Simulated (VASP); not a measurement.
Band structure of AgCl (relaxed from the rock salt structure, space group Fm-3m). Level of theory: PBEsol GGA, VASP's PBE PAW potentials (set 64) (plane waves; VASP).

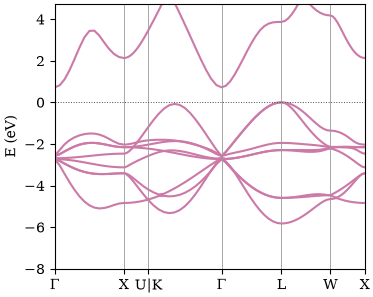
Figure. Bands along high-symmetry lines, zero at the valence-band maximum or, without a gap, the Fermi level

Task: Read the plot: is there a gap, and where are the band edges?

Result: The gap is indirect, 0.72 eV, from the valence maximum at L to the conduction minimum at Γ. (Edges off the drawn lines would not show.)

The structure was generated: AgCl was put into the rock salt type (Fm-3m), which need not be its known phase. It was relaxed first, which changed the volume by +6 %.
